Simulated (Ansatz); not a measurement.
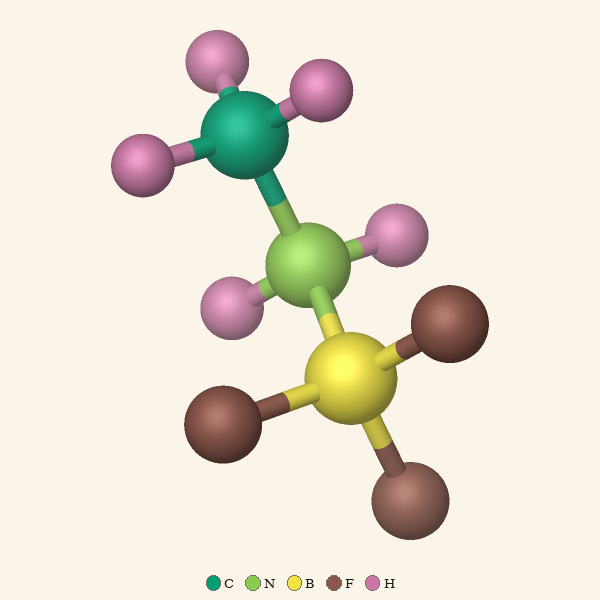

The picture shows the input geometry.

The calculation was set up as follows.

```yaml
crystal:
  periodic: [false, false, false]
  atoms:
    - {symbol: C, position_ang: [0.026000, -0.958400, 0.906800]}
    - {symbol: N, position_ang: [0.539400, -0.198000, -0.251100]}
    - {symbol: B, position_ang: [-0.385700, 0.983300, -0.712600]}
    - {symbol: F, position_ang: [-1.591400, 0.502300, -1.100500]}
    - {symbol: F, position_ang: [0.264800, 1.643700, -1.852700]}
    - {symbol: F, position_ang: [-0.503700, 1.957400, 0.385200]}
    - {symbol: H, position_ang: [0.680600, -1.745700, 1.184800]}
    - {symbol: H, position_ang: [-0.975300, -1.332200, 0.633900]}
    - {symbol: H, position_ang: [-0.121400, -0.223500, 1.817100]}
    - {symbol: H, position_ang: [1.487800, 0.176100, 0.036500]}
    - {symbol: H, position_ang: [0.644300, -0.862100, -1.027000]}
basis:
  gaussian: {orbitals: def2-SVP}
hamiltonian: {xc: pbe, dispersion: d4}
relax: {f_tol: 0.03, max_steps: 200}
```

It was started with:

```sh
ansatz run in.yaml --threads 4 --pin off --events-out ev --progress --plain --max-ram 10444MiB
```

Output (its end):

```
mean field -11420.28420534 eV, -419.6877035995 hartree, gradient 2.2e-5 eV, S^2 0.000000; 1 other end points of the search recorded, 0 dependent functions left out
the calculation of the forces begins
reference -11420.28423845 eV, -419.6877048164 hartree; 25, 25 occupied and 84, 84 virtual orbitals, 1218 factors
Total energy: -11420.46414372 eV, -419.6943162130 hartree
Atom 0 at     0.010534    -0.944411     0.926336 Å, force     0.015340    -0.009602    -0.001469 eV/Å
Atom 1 at     0.556995    -0.205517    -0.231300 Å, force     0.001177    -0.002357     0.002706 eV/Å
Atom 2 at    -0.415418     1.074550    -0.735376 Å, force     0.002400     0.004183    -0.006681 eV/Å
Atom 3 at    -1.613280     0.479067    -1.079770 Å, force    -0.000975     0.000525     0.002803 eV/Å
Atom 4 at     0.282334     1.607632    -1.800423 Å, force     0.000979     0.001791    -0.002738 eV/Å
Atom 5 at    -0.490742     1.902274     0.367909 Å, force    -0.002155    -0.001068     0.000803 eV/Å
Atom 6 at     0.668130    -1.779270     1.236884 Å, force    -0.003283    -0.003025     0.005120 eV/Å
Atom 7 at    -0.986574    -1.328779     0.645486 Å, force    -0.000847     0.002838    -0.003223 eV/Å
Atom 8 at    -0.115724    -0.228703     1.758602 Å, force    -0.000617     0.003144    -0.002772 eV/Å
Atom 9 at     1.485925     0.189816    -0.021028 Å, force    -0.008259    -0.000982    -0.000170 eV/Å
Atom 10 at     0.683219    -0.823760    -1.046922 Å, force    -0.003761     0.004554     0.005622 eV/Å
Dipole moment:     0.695382    -0.977598     0.422024 e Å
```
